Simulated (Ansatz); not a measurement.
Start from KCl in the rock salt structure (space group Fm-3m, No. 225; a = 6.381 Å).

Perturbation: the cell is scaled by 1.0300 in all directions, atoms relaxed at fixed cell.

Computed with PBE in Ansatz (plane waves to 420 eV, PAW, spin-orbit coupling left out).

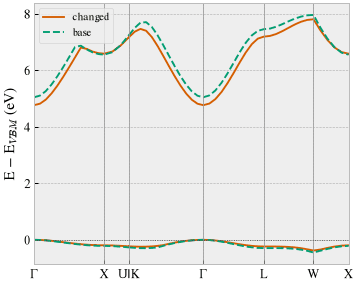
Figure: Highest valence and lowest conduction band along the path, each from its own valence-band maximum

The gap is 4.77 eV, direct at Γ; the base has 5.05 eV.

The cells carry an imposed strain or load. Stability against distortions was not tested.

Ansatz is a quantum-chemistry and plane-wave program.
